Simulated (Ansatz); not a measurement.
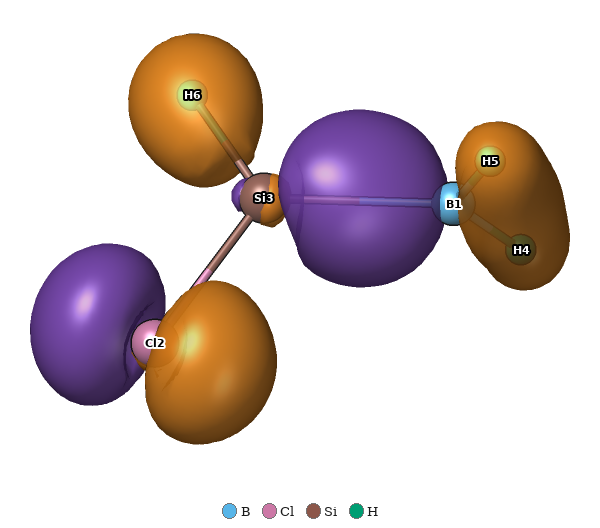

Figure 1: BClH$_{3}$Si (SMILES B[SiH+]Cl) (charge +1). One frontier orbital at ±0.15 Å⁻³ᐟ² (orange and purple are the two phases), seen at a tilt.

Geometry: B3LYP/6-31G*.

The calculation used isolated molecule in a Gaussian basis; Kohn-Sham density functional theory, functional PBE0 in Ansatz 0.2.0.

```xyz
6

B    -1.3699    0.2295   -0.5868
Cl    0.9879   -1.2734   -2.6402
Si    0.3783   -0.7737   -0.8135
H    -2.3629   -0.4080   -0.4479
H    -1.3358    1.4170   -0.6043
H     1.3079   -1.2058    0.2526
```

> Which orbital is it: HOMO or LUMO?

The HOMO, at −14.75 eV. Its weight (Hirshfeld) is mainly on Cl2 (about 35 %), Si3 (about 20 %), B1 (about 20 %) and H6 (about 10 %).
